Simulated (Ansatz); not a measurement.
# BH₆NOSi (SMILES NB(O)[SiH3]): what the fields show

```xyz
10

N    -0.2989    1.5606   -0.5829
B     0.3677    0.3428   -0.3834
O     1.5748    0.1819   -1.0222
Si   -0.4556   -1.0927    0.8077
H     0.0854    2.2908   -1.1686
H    -1.1870    1.7846   -0.1644
H     2.0078   -0.6578   -0.8679
H    -0.6946   -2.3637    0.0494
H    -1.7663   -0.6544    1.3853
H     0.4498   -1.4432    1.9502
```

Method: RKS PBE0-D4/def2-SVPD (Ansatz 0.2.0).

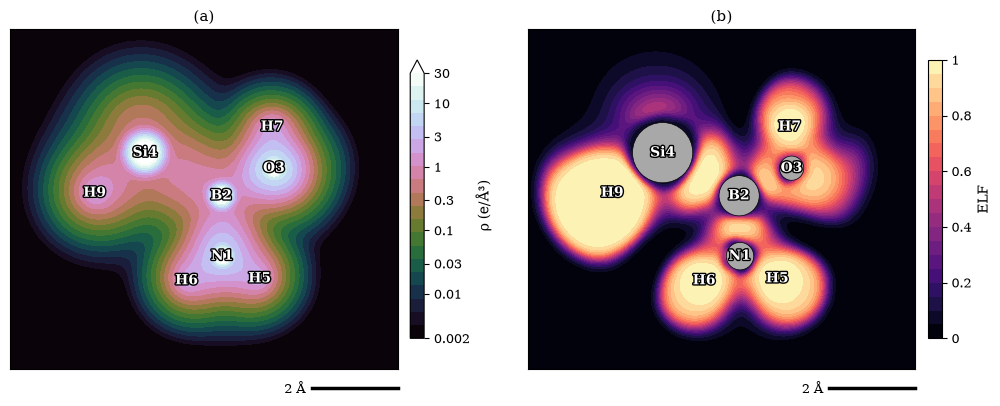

Figure 1. (a) electron density; (b) ELF on the plane of atoms O3, B2 and Si4. Grey discs cover the atomic cores in the ELF map.

Question: Describe what can be read from this map.

Answer:
- The plane passes through N, B, O, Si and H nuclei.
- B–O (1.38 Å): ρ is about 2 e/Å³ halfway; the ELF peaks at about 0.90 between the atoms: a short, strongly polar bond.
- B–N (1.40 Å): ρ is about 1.9 e/Å³ halfway; the ELF peaks at about 0.95 between the atoms, as expected for a short, strongly polar bond.
- Si–B (2.04 Å): ρ is about 0.78 e/Å³ halfway; the ELF peaks at about 1 between the atoms: a covalent bond.
- O–H (0.96 Å): ρ at the midpoint is about 3.8 e/Å³; the ELF climbs to about 1 towards the hydrogen, as it does in any bond to H (an ordinary covalent bond to hydrogen).
- N–H (1.01 Å): ρ at the midpoint is about 2.9 e/Å³; the ELF climbs to about 1 towards the hydrogen; an ordinary covalent bond to hydrogen.
- The ELF also peaks beside O3, away from the bonds: lone-pair regions.

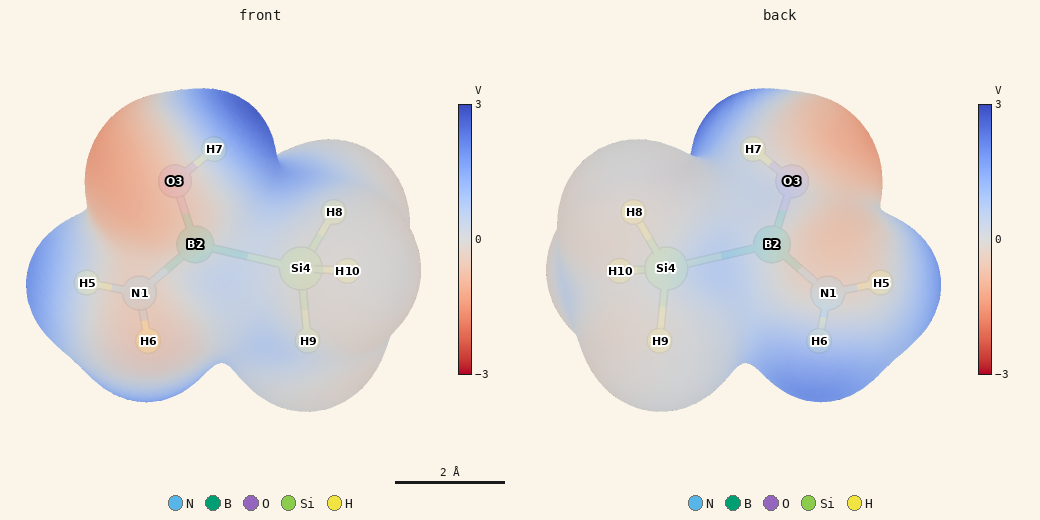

Figure 2. The electrostatic potential painted on the density surface at 0.002 e/bohr³, seen from the front and from behind; the colour scale runs from red (negative) to blue (positive).

Question: Describe the electrostatic potential map.

Answer: The most negative region (about −1.3 V) lies over O3, the most positive (about +2.5 V) over H7. O3 is the likeliest acceptor of a hydrogen bond.

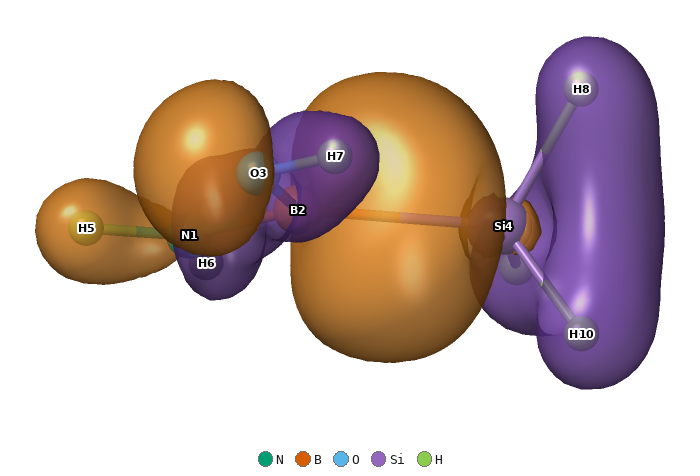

Figure 3. The HOMO at ±0.1 Å⁻³ᐟ² (orange and purple are the two phases), seen from one side.

Question: What is the character of this orbital?

Answer: Its weight (Hirshfeld) is mainly on Si4 (about 35 %), B2 (about 25 %) and O3 (about 15 %). Its energy is −8.01 eV.
